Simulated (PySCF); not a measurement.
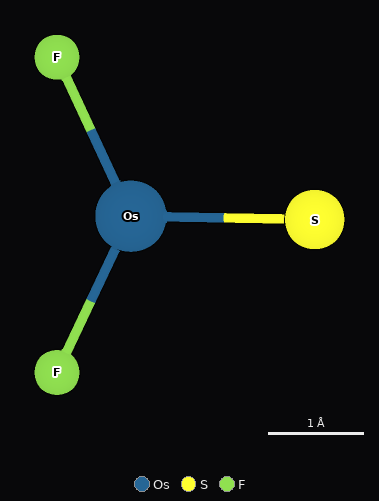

Fig. 1: The structure (ball-and-stick view, seen at a tilt). Sticks mark near contacts. Bond lengths as drawn: F–Os 1.86 Å and Os–S 2.06 Å.

# OsSF2: frequency calculation

- system: OsSF2
- method: UKS-based B3LYP, Os def2-SVP with ECP60, S def2-SVP, F def2-SVP; non-relativistic Hamiltonian with a scalar-relativistic core potential; density fitting (PySCF 2.14.0)

Input file
```python
from pyscf import gto, scf, dft
mol = gto.M(atom='''
Os    -0.000000    -0.000018    -0.131248
S      0.000001     0.000268     1.926359
F      1.661462    -0.000133    -0.957724
F     -1.661462    -0.000133    -0.957723''',
    basis={'Os': 'def2-SVP', 'S': 'def2-SVP', 'F': 'def2-SVP'},
    ecp={'Os': 'def2-SVP'},
    charge=0, spin=0)
mf = dft.UKS(mol, xc='B3LYP')
mf.grids.atom_grid = (75, 302)
aux = {'Os': 'def2-universal-JKFIT', 'S': 'def2-universal-JKFIT', 'F': 'def2-universal-JKFIT'}
mf = mf.density_fit(auxbasis=aux)
mf.conv_tol = 1e-09
mf.diis_space = 10
mf.max_cycle = 60
mf.verbose = 4
mf.kernel()
```

The script is an equivalent of the set-up of the self-consistent field. The run itself was carried out by a driver, which started from the orbitals of the step before it where there was one and computed the further properties.

Launch command:
```bash
OMP_NUM_THREADS=2 python axn.py task.json out
```

The program's output
```
init E= -688.345899472404
  alpha nocc = 25  HOMO = -0.257838053059453  LUMO = -0.161571152498506
  beta  nocc = 25  HOMO = -0.25784743393337  LUMO = -0.161571152498506
  HOMO = -0.257838053059  LUMO = -0.161571152499  gap/eV = 2.61956
cycle= 1 E= -688.345899472253  delta_E= 1.51e-10  |g|= 1.74e-05  |ddm|= 2.25e-05
  alpha nocc = 25  HOMO = -0.2578330441544  LUMO = -0.161567662537125
  beta  nocc = 25  HOMO = -0.25784248266693  LUMO = -0.161567662537125
  HOMO = -0.257833044154  LUMO = -0.161567662537  gap/eV = 2.61951
cycle= 2 E= -688.345899469106  delta_E= 3.15e-09  |g|= 7.77e-05  |ddm|= 9.07e-05
  alpha nocc = 25  HOMO = -0.257837190158245  LUMO = -0.161570734254202
  beta  nocc = 25  HOMO = -0.2578466395386  LUMO = -0.161570734254202
  HOMO = -0.257837190158  LUMO = -0.161570734254  gap/eV = 2.61954
cycle= 3 E= -688.345899472417  delta_E= -3.31e-09  |g|= 2.29e-06  |ddm|= 7.48e-05
  alpha nocc = 25  HOMO = -0.257837100918156  LUMO = -0.161570635916391
  beta  nocc = 25  HOMO = -0.257846567606883  LUMO = -0.161570635916391
  HOMO = -0.257837100918  LUMO = -0.161570635916  gap/eV = 2.61954
cycle= 4 E= -688.345899472419  delta_E= -2.5e-12  |g|= 4.67e-07  |ddm|= 1.85e-06
  alpha nocc = 25  HOMO = -0.257836966637303  LUMO = -0.161570607979571
  beta  nocc = 25  HOMO = -0.257846491286285  LUMO = -0.161570607979571
  HOMO = -0.257836966637  LUMO = -0.16157060798  gap/eV = 2.61954
Extra cycle  E= -688.345899472416  delta_E= 2.73e-12  |g|= 1.42e-06  |ddm|= 2.91e-06
converged SCF energy = -688.345899472416  <S^2> = 0.78406141  2S+1 = 2.0337762
```

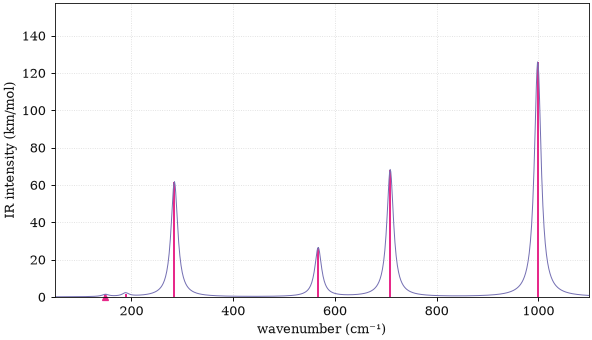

Fig. 2: Harmonic infrared spectrum, unscaled: sticks (degenerate modes added up, dark ones marked on the axis) with a Lorentzian envelope of 16 cm⁻¹ full width, scaled to the tallest stick. 6 modes from 149 to 999 cm⁻¹, none imaginary. The strongest line is at 999 cm⁻¹ (126 km/mol). All modes, in cm⁻¹ (km/mol): 149 (1.2), 188 (1.8), 284 (62), 567 (26), 709 (68), 999 (126).

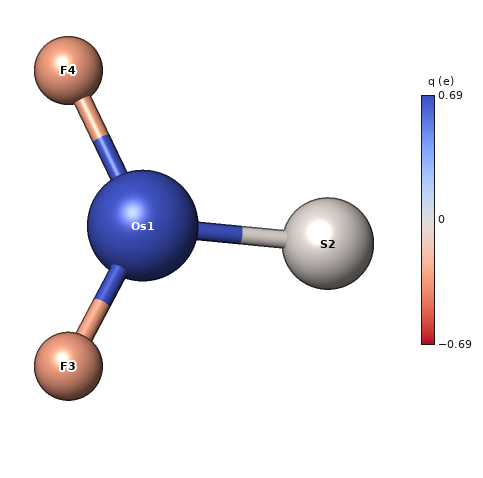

Fig. 3: Mulliken charges, as the colour of each atom (ball-and-stick view, seen at a tilt; atoms are numbered from 1 in the order of the input). By element: Os +0.66, S −0.03 and F −0.32 e.

Key numbers

- outcome: converged
- total energy: −688.345899 hartree
- ⟨S²⟩: 0.784
- HOMO: −7.02 eV
- LUMO: −4.40 eV
- zero-point energy: 0.006598 hartree
- dipole moment: 0.88 D
- wavenumbers, lowest and highest: 149 and 999 cm⁻¹
- hardware: 2 threads of AMD EPYC (Zen 5), 64 GiB of memory available, shared host
- wall time: 50 s (CPU time 1.9 min)
- peak memory: 1.1 GiB

Remarks

Checks after the run noted: the SCF density has lower symmetry than the nuclear frame; spin contamination. ⟨S²⟩ is 0.78 against 0.00 for a pure state: the solution is spin-contaminated.
